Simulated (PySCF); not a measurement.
**C5H10P (charge +1): density, localisation and related maps**

Input

```
{"job": {"kind": "nmr", "xc": "PBE0", "basis": "pcSseg-1"}, "charge": 1, "multiplicity": 1}
C      2.279026     0.414805     0.176160
P      0.695625     0.091455    -0.625651
C     -0.558651     1.336113    -0.393611
C     -1.671093     0.785127     0.097454
C     -1.690349    -0.684356     0.338667
C     -0.275021    -1.262378     0.113541
H      2.933592    -0.451070     0.070346
H      2.112797     0.619890     1.234661
H      2.754930     1.280718    -0.285940
H      0.944654    -0.131579    -1.967314
H     -0.415705     2.377071    -0.627563
H     -2.561406     1.355567     0.312861
H     -2.414685    -1.138833    -0.341786
H     -2.044961    -0.893648     1.349257
H      0.189920    -1.543443     1.062291
H     -0.286271    -2.146497    -0.524784
```

Run with:

```sh
OMP_NUM_THREADS=1 python probes_run.py task.json out
```

Geometry: GFN2-xTB.

These are results of PBE0/pcSseg-1, SCF density, gas phase, non-relativistic (PySCF 2.14.0), not measurements.

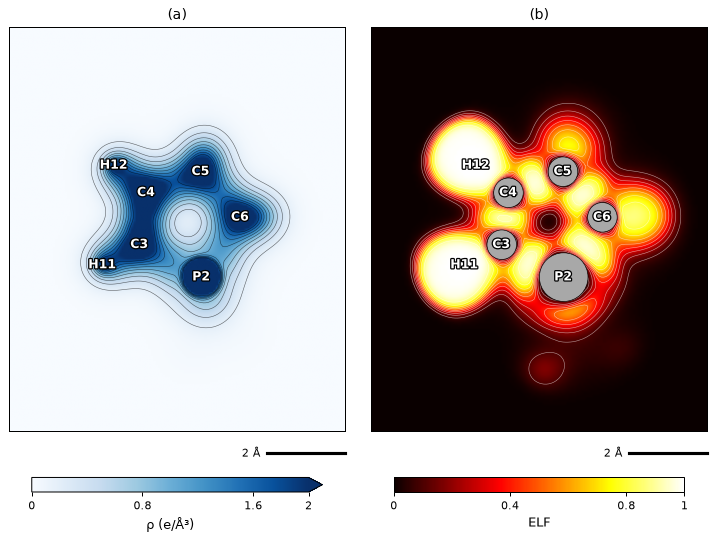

Figure 1. (a) total electron density; (b) electron localisation function on the plane of atoms C4, C3 and H11. Grey discs cover the atomic cores in the ELF map.

> What does the map show?

The plane passes through P, C and H nuclei.
C–C (1.34 Å): ρ is about 2.3 e/Å³ halfway; the ELF peaks at about 0.90 between the atoms (a short, multiple covalent bond).
C–P (1.78 Å): ρ at the midpoint is about 1.2 e/Å³; the ELF peaks at about 0.95 between the atoms; a shared electron pair.
C–H (1.08 Å): ρ is about 2 e/Å³ halfway; the ELF climbs to about 1 towards the hydrogen, as it does in any bond to H; a covalent bond by its length.
C–C (1.49 Å): the density is about 1.8 e/Å³ at the midpoint; the ELF peaks at about 0.95 between the atoms, as expected for localised, covalent bonding.
C–C (1.55 Å): ρ is about 1.6 e/Å³ halfway; the ELF peaks at about 0.95 between the atoms: a shared electron pair.

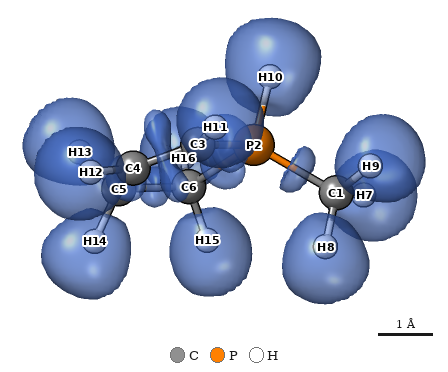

Figure 2. Isosurface of the electron localisation function at 0.85 (blue), seen from one side. Core shells and regions of very low density are left out.

> Describe the localisation domains.

At this value the surface marks out three regions between bonded C–C atoms (shared pairs), three regions between bonded C–P atoms (shared pairs) and ten regions around hydrogen nuclei.
